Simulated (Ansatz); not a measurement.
**B₂Si+ (quartet): inputs that go wrong**

3 inputs are run for B₂Si+ (quartet) as typed; the log has to tell whether the result can be used and what must change.

Method: the settings change from run to run; program: Ansatz 0.2.0, Gaussian basis.

23 further runs of the same task are left out: 12 that didn't finish, 11 set aside as unsound or not needed. Runs told in other sessions of the task aren't counted.

**1. The geometry**

The geometry is a PBE0/def2-TZVP stationary point (not a proven minimum) of the parent state, kept for this charge and spin.

3 atoms, charge 1, spin multiplicity 4.

Atoms are counted from 1 here; the program's logs count them from 0.

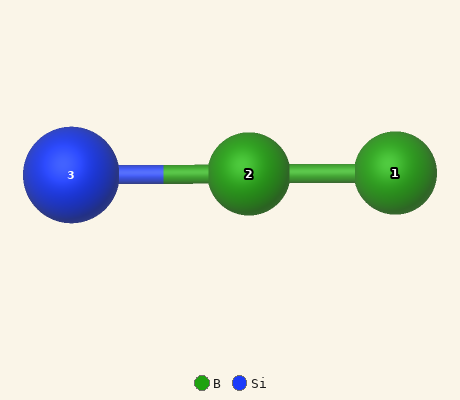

The geometry (boron green, silicon blue); atoms are numbered from 1 in the order of the file.

**2. Attempt 1**

in.yaml reads:

```yaml
crystal:
  periodic: [false, false, false]
  atoms:
    - {symbol: B, position_ang: [0.000000, 0.000000, -1.652467]}
    - {symbol: B, position_ang: [0.000000, 0.000000, -0.109467]}
    - {symbol: Si, position_ang: [0.000000, 0.000000, 1.761933]}
basis:
  gaussian: {orbitals: STO-3G}
total_charge: 1
magnetization: {spin_polarized: false, initial_magnetization: 3}
hamiltonian: {xc: pbe}
correlation: {method: fic_mrcisd_q, electrons: all, active_space: {window: {electrons: 5, orbitals: 5}}}
```

Command:

```sh
$ ansatz run in.yaml --threads 1 --pin off --events-out ev --progress --plain --max-ram 2393MiB
```

What it wrote:

```text
Error: invalid value for `correlation.active_space`: it starts from restricted Hartree–Fock orbitals; set hamiltonian.xc: hf without magnetization.spin_polarized
```

Run time: 0.03 s. Hardware: 1 thread of Arm Neoverse V1, shared host.

Diagnosis: The run was refused. An active space is asked on a functional's orbitals. To mend it, start from Hartree-Fock.

**3. Attempt 2**

in.yaml reads:

```yaml
crystal:
  periodic: [false, false, false]
  atoms:
    - {symbol: B, position_ang: [0.000000, 0.000000, -1.652467]}
    - {symbol: B, position_ang: [0.000000, 0.000000, -0.109467]}
    - {symbol: Si, position_ang: [0.000000, 0.000000, 1.761933]}
basis:
  gaussian: {orbitals: def2-SVP}
total_charge: 1
magnetization: {spin_polarized: false, initial_magnetization: 3}
correlation: {active_space: {window: {electrons: 2, orbitals: 200}}}
```

Same command.

What it wrote:

```text
Functional definition: HF
  name "HF"
  cite "Fock, Z. Phys. 61, 126 (1930) doi:10.1007/BF01340294"
  parent pbe
  exchange = exact_x
  correlation = 0
456 factors; integrals over basis functions are off by at most 1.3e-3 eV
mean field evaluation 1: about -9186.3193 eV, gradient 1.4e1 eV
mean field evaluation 2: about -9186.3789 eV, gradient 1.4e1 eV
mean field evaluation 4: about -9188.6909 eV, gradient 4.1e0 eV
mean field evaluation 8: about -9188.9100 eV, gradient 1.1e0 eV
mean field evaluation 16: about -9178.3713 eV, gradient 2.7e1 eV
mean field evaluation 32: about -9188.9286 eV, gradient 2.0e-4 eV
mean field evaluation 64: about -9178.4333 eV, gradient 2.3e1 eV
mean field evaluation 96: about -9188.1215 eV, gradient 5.3e0 eV
mean field evaluation 128: about -9185.4460 eV, gradient 2.0e0 eV
mean field evaluation 160: about -9182.0561 eV, gradient 1.9e1 eV
mean field evaluation 192: about -9183.0304 eV, gradient 3.8e-1 eV
mean field -9188.92861817 eV, -337.6868982382 hartree, gradient 5.6e-6 eV, S^2 3.750000; 13 other end points of the search recorded, 0 dependent functions left out
reference -9188.92861817 eV, -337.6868982382 hartree; 13, 10 occupied and 33, 36 virtual orbitals, 456 factors
Error: 2 electrons in 200 orbitals form no window around the highest filled level of the reference
```

Run time: 1.7 s. Hardware: 1 thread of Arm Neoverse V1, shared host.

Diagnosis: The run stopped with an error. The active window can't be built from these electrons and orbitals. Fix: choose counts that fit the spin, the electrons and the basis.

**4. Attempt 3**

in.yaml reads:

```yaml
crystal:
  periodic: [false, false, false]
  atoms:
    - {symbol: B, position_ang: [0.000000, 0.000000, -1.652467]}
    - {symbol: B, position_ang: [0.000000, 0.000000, -0.109467]}
    - {symbol: Si, position_ang: [0.000000, 0.000000, 1.761933]}
basis:
  gaussian: {orbitals: STO-3G}
total_charge: 1
magnetization: {spin_polarized: false, initial_magnetization: 3}
correlation: {method: sc_nevpt2, electrons: outside_noble_gas, active_space: {window: {electrons: 40, orbitals: 30}}}
accuracy: high
```

The command is unchanged.

What it wrote:

```text
Functional definition: HF
  name "HF"
  cite "Fock, Z. Phys. 61, 126 (1930) doi:10.1007/BF01340294"
  parent pbe
  exchange = exact_x
  correlation = 0
324 factors; integrals over basis functions are off by at most 1.4e-8 eV
mean field evaluation 1: about -9083.7478 eV, gradient 1.2e1 eV
mean field evaluation 2: about -9083.7664 eV, gradient 1.2e1 eV
mean field evaluation 4: about -9086.2404 eV, gradient 4.2e0 eV
mean field evaluation 8: about -9086.5727 eV, gradient 1.7e-1 eV
mean field evaluation 16: about -9083.3326 eV, gradient 6.8e0 eV
mean field evaluation 32: about -9086.5701 eV, gradient 3.4e-1 eV
mean field evaluation 64: about -9083.9162 eV, gradient 2.4e-2 eV
mean field evaluation 96: about -9081.2763 eV, gradient 2.0e0 eV
mean field -9086.57165647 eV, -333.9253492759 hartree, gradient 7.4e-8 eV, S^2 3.750000; 9 other end points of the search recorded, 0 dependent functions left out
reference -9086.57165647 eV, -333.9253492759 hartree; 13, 10 occupied and 6, 9 virtual orbitals, 324 factors
Error: 40 electrons in 30 orbitals form no window around the highest filled level of the reference
```

Wall time 0.36 s (1 thread of Arm Neoverse V1, shared host).

Diagnosis: The run stopped with an error. The active window can't be built from these electrons and orbitals. To mend it, choose counts that fit the spin, the electrons and the basis.

**5. How the runs ended**

```
attempt                   level                ended                                                               cause    time
      1    MRCISD+Q(5,5)/STO-3G              refused                 an active space is asked on a functional's orbitals  0.03 s
      2  CASSCF(2,200)/def2-SVP  stopped by an error  the active window can't be built from these electrons and orbitals   1.7 s
      3    NEVPT2(40,30)/STO-3G  stopped by an error  the active window can't be built from these electrons and orbitals  0.36 s
```

1 refused, 2 stopped by an error.
